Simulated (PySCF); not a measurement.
# C$_{5}$H$_{14}$N$_{2}$Si (SMILES CC(C)N1CCN[SiH2]1): what the fields show

Input file:

```
{"job": {"kind": "nmr", "xc": "PBE0", "basis": "pcSseg-1"}, "charge": 0, "multiplicity": 1}
C     -1.899389    -1.197334     0.234648
C     -1.234261     0.143165     0.548455
C     -1.987854     1.297052    -0.097516
N      0.161312     0.187029     0.163880
C      1.102027    -0.623952     0.913619
C      2.499413    -0.254512     0.420872
N      2.380243    -0.075235    -1.016573
Si     0.806826     0.544604    -1.416398
H     -1.912943    -1.373379    -0.853425
H     -2.937958    -1.222890     0.599767
H     -1.360303    -2.034089     0.704232
H     -1.275812     0.291882     1.646249
H     -3.037475     1.316806     0.230811
H     -1.521565     2.260148     0.156028
H     -1.994104     1.197798    -1.197498
H      1.007625    -0.424839     1.996870
H      0.935416    -1.712251     0.768154
H      2.840632     0.663771     0.942236
H      3.214174    -1.057531     0.670472
H      3.230068     0.192676    -1.496734
H      0.733108     2.003855    -1.761800
H      0.179394    -0.177339    -2.573749
```

Command:

```sh
OMP_NUM_THREADS=1 python probes_run.py task.json out
```

Geometry: PBE0-D3(BJ)/def2-SVP.

Computed with PBE0/pcSseg-1, SCF density, gas phase, non-relativistic (PySCF 2.14.0).

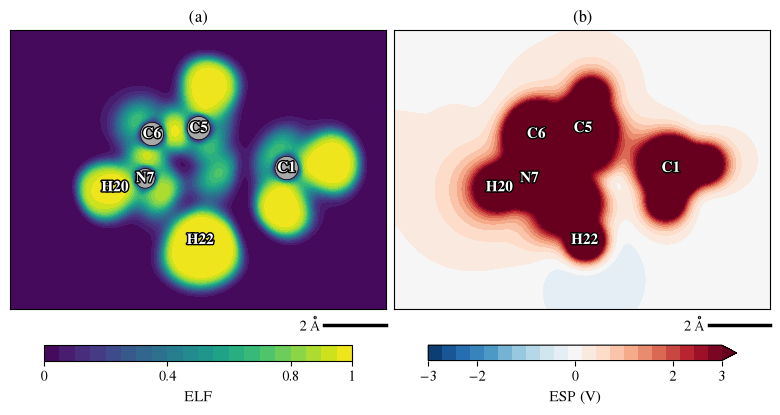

Figure 1. (a) ELF; (b) electrostatic potential on the plane of atoms C6, N7 and H20. Grey discs cover the atomic cores in the ELF map.

### Interpret the plot.

- The plane passes through C, N and H nuclei.
- C–N (1.45 Å): the ELF peaks at about 0.90 between the atoms: a covalent bond.
- C–C (1.53 Å): the ELF peaks at about 0.95 between the atoms (localised, covalent bonding).
- N–H (1.01 Å): the ELF climbs to about 1 towards the hydrogen, as it does in any bond to H; an ordinary covalent bond to hydrogen.
- Outside the dense part of the molecule the potential is most negative (−0.3 V) near H22.

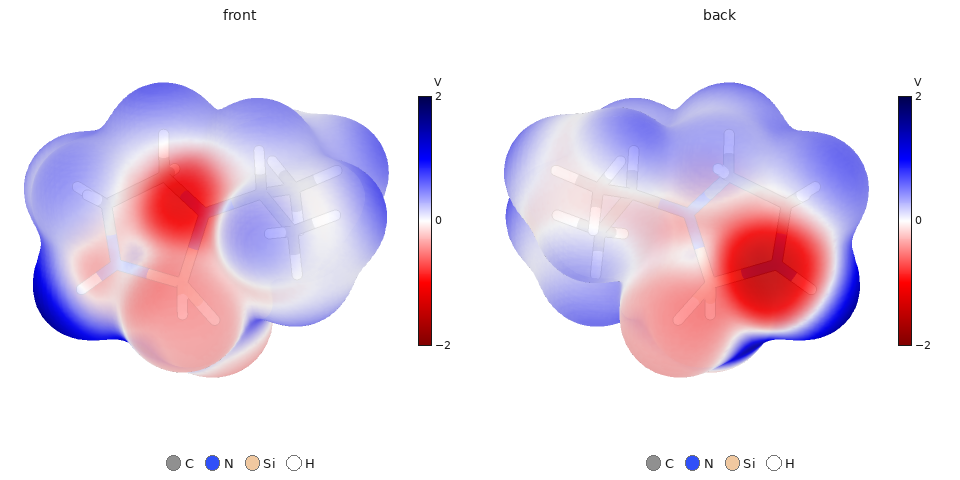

Figure 2. The electrostatic potential painted on the density surface at 0.002 e/bohr³, seen from the front and from behind; red is negative and blue positive.

### Where is the surface potential most negative and most positive?

The most negative region (about −1.4 V) lies over N7, the most positive (about +1.5 V) over H20. N7 is the likeliest acceptor of a hydrogen bond.

### What dipole moment does the calculation give?

Its dipole moment is 0.91 D.
